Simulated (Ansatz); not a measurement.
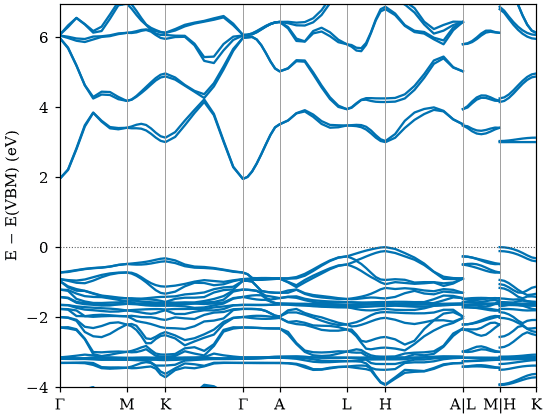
Figure: Band structure from the program Ansatz at the PBE with spin–orbit coupling level (PAW)

Q: Read off the gap and where the band edges lie.

A: About 2.0 eV (1.95 eV by a search for the band edges); maximum at H, minimum at Γ.

The material is LuAlN2 in space group P3m1 (No. 156; Lu on 1b, N on 1b, Al on 1c, N on 1c).

The start of the workflow was typed in or built on a structure type; neither database checked (COD, Materials Project) lists it. Whether it is the stable phase at ambient conditions was not checked. Symmetry was held in the PBE relaxation; whether a distortion lowers the energy is not shown.

Potentials: the earlier of the program's two PAW sets.
